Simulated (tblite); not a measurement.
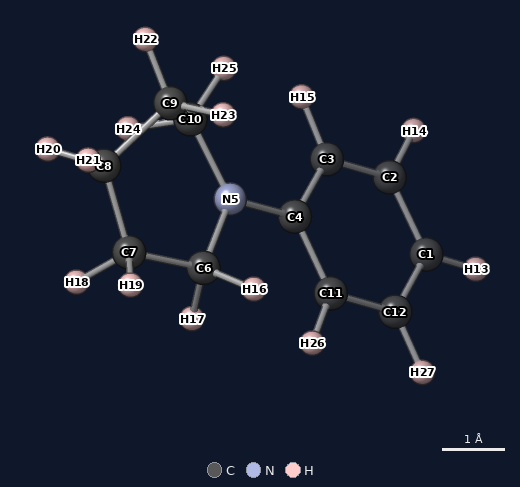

This is the input geometry for a relaxation of C11H15N. The picture is a ball-and-stick view, seen from a free direction.

These are results of tblite, GFN2-xTB geometry optimisation, gas phase, not measurements.

```xyz
27

C     3.9905   -0.2313    0.1482
C     3.3390    0.7951    0.8161
C     1.9666    0.9029    0.7908
C     1.1586    0.0360    0.0775
N    -0.2620    0.1266    0.0423
C    -0.9475   -0.8652   -0.7874
C    -2.3944   -0.6450   -0.9686
C    -3.0941    0.2406   -0.0044
C    -2.3132    0.5245    1.2559
C    -1.0221    1.1423    0.7477
C     1.7909   -0.9889   -0.5902
C     3.1841   -1.1147   -0.5540
H     5.0535   -0.3421    0.1710
H     3.9586    1.5028    1.3895
H     1.5409    1.7426    1.3475
H    -0.7866   -1.8985   -0.4035
H    -0.4180   -0.7977   -1.7708
H    -2.5148   -0.1671   -1.9784
H    -2.9728   -1.6079   -1.0472
H    -3.3774    1.2140   -0.4697
H    -4.0525   -0.2801    0.2859
H    -2.8219    1.2996    1.8712
H    -2.1411   -0.4267    1.7780
H    -1.3600    1.8498   -0.0645
H    -0.4696    1.6690    1.5301
H     1.2751   -1.7410   -1.1680
H     3.6703   -1.9132   -1.0921
```

Where does the relaxation end?

After 91 geometry steps the energy has fallen by 80.1 kJ/mol. The largest move after the best rigid fit is that of H19, 1.14 Å. By element the largest moves are H 1.14 Å, C 0.50 Å, N 0.14 Å. Among the contacts that change: C4–N5 1.424 → 1.371 Å, C6–C7 1.475 → 1.527 Å, C7–C8 1.484 → 1.532 Å, C7–H19 1.126 → 1.091 Å. Bond angles that change, for instance: N5–C10–H24 104.2° → 111.6°, C6–C7–C8 118.1° → 110.9°, C8–C9–C10 103.7° → 110.8°. Groups turn about C6–C7 by about 45°, C7–C8 by about 40°, N5–C6 by about 25°. Cost: 0.59 s on 2 threads of AMD EPYC 9R45 96-Core Processor, on a shared host.

The structure at the end:

```xyz
27

C     3.9527   -0.1525    0.0873
C     3.2853    0.9827    0.5141
C     1.9065    1.0399    0.5033
C     1.1434   -0.0532    0.0708
N    -0.2271   -0.0053    0.0635
C    -1.0166   -0.9071   -0.7445
C    -2.2976   -0.2105   -1.1970
C    -3.1806    0.1448    0.0035
C    -2.3143    0.4013    1.2401
C    -0.9563    0.9713    0.8406
C     1.8323   -1.1988   -0.3509
C     3.2119   -1.2387   -0.3463
H     5.0313   -0.1892    0.0914
H     3.8454    1.8435    0.8513
H     1.4201    1.9517    0.8130
H    -1.2709   -1.8260   -0.1932
H    -0.4346   -1.1908   -1.6259
H    -2.0194    0.6959   -1.7381
H    -2.8376   -0.8565   -1.8903
H    -3.7708    1.0315   -0.2326
H    -3.8782   -0.6675    0.2126
H    -2.8145    1.0929    1.9188
H    -2.1473   -0.5313    1.7819
H    -1.1001    1.9093    0.2814
H    -0.3829    1.1990    1.7437
H     1.2859   -2.0733   -0.6683
H     3.7142   -2.1365   -0.6776
```

After the run, drawn alike:

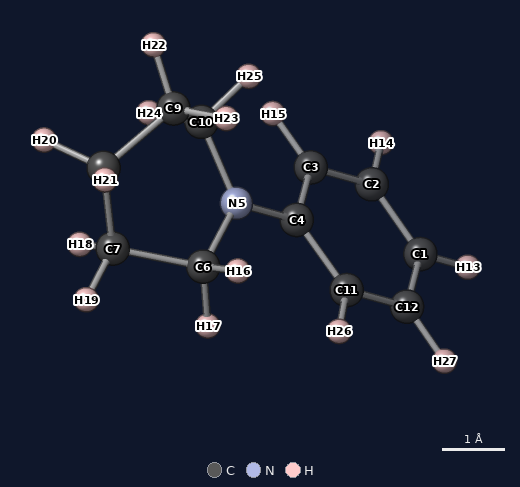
